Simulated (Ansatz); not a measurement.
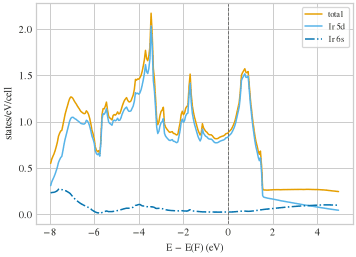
*Total and projected density of states of Ir (fcc (Cu type), Fm-3m), the program Ansatz at the PBEsol level (PAW)*

Task: Which orbitals carry the states next to the Fermi level?

Result: Within 0.5 eV of the Fermi level: Ir 5d 95 %. Projections are on Löwdin-orthogonalised atomic valence shells; empty p or d shells of many metals are not among them.

Task: Where is the tallest occupied peak in this window, and what makes it?

Result: Near -3.4 eV, about 2.2 states/eV per cell; the largest projected share is Ir 5d.

The PBEsol relaxation kept the symmetry of its start. No spin polarisation was allowed. Scalar-relativistic: spin–orbit coupling is off unless named, which matters more the heavier the elements.

Potentials: the later of the program's two PAW sets.
